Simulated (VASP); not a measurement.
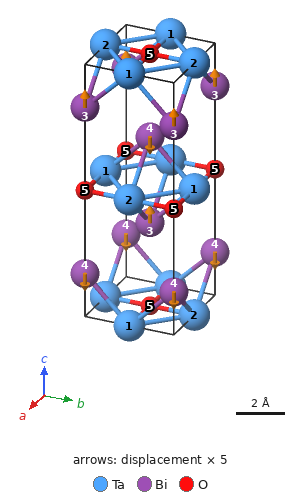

This is a relaxation of a crystal of Ta2Bi2O (a generated structure, set up in I4/mmm). The starting structure is drawn; orange arrows show the displacements (the part carried along by the change of the cell is left out), magnified 5 times.

The picture is a ball-and-stick view of the conventional cell (2 times the calculation's cell), seen from a free direction. Lengths and directions refer to the drawn axes.

The run lets cell and atoms move.

Level of theory: Kohn-Sham DFT of a periodic cell, PBE, VASP PAW PBE potentials, recommended in VASP.

Input file:
```
SYSTEM = Ta2Bi2O
PREC = Normal
ENCUT = 520
EDIFF = 1E-4
ISMEAR = 0
SIGMA = 0.15
LREAL = .FALSE.
LASPH = .TRUE.
NELM = 60
ALGO = Fast
ISIF = 3
LWAVE = .FALSE.
LCHARG = .FALSE.
GGA = PE
IBRION = 2
NSW = 24
EDIFFG = -0.08
```

Run as
```bash
cat potpaw_PBE.64/Ta_pv/POTCAR potpaw_PBE.64/Bi_d/POTCAR potpaw_PBE.64/O/POTCAR > POTCAR
mpirun -np 1 vasp_std > vasp.out
```

> Which element moves most?

Bismuth: up to 0.17 Å, against 0.00 Å for tantalum.

> What happened in the run?

Over 16 geometry steps the energy falls by 235 meV per atom. The largest force component goes from 2.1 to 0.0078 eV/Å. Pressure: 18.43 GPa at the start and 0.15 GPa at the end. The largest moves relative to the cell, 0.17 Å, are those of Bi3 and Bi4. Bi3 goes along +c. Ta and O stay in place. The volume changes by +22.6 %, with a = b 4.100 → 4.122 Å (+0.5 %), c 11.800 → 14.311 Å (+21.3 %). Some distances before and after: Ta1–Bi3 2.868 → 3.062 Å, Ta1–Ta2 2.899 → 2.915 Å, Ta1–O5 2.050 → 2.061 Å. Bond angles that change, for instance: Ta1–Bi4–Ta1 91.2° → 84.6°, Ta1–Bi4–Ta2 60.7° → 56.8°. The space group stays I4/mmm (No. 139). At step 1 the optimiser overshot: the energy rose above the start, and later steps came back. The volume changes by over a tenth within one run on a fixed set of plane waves, so the end point should be relaxed again from the new cell. It ran on 1 thread of Intel(R) Xeon(R) Platinum 8488C (Sapphire Rapids) (shared host).
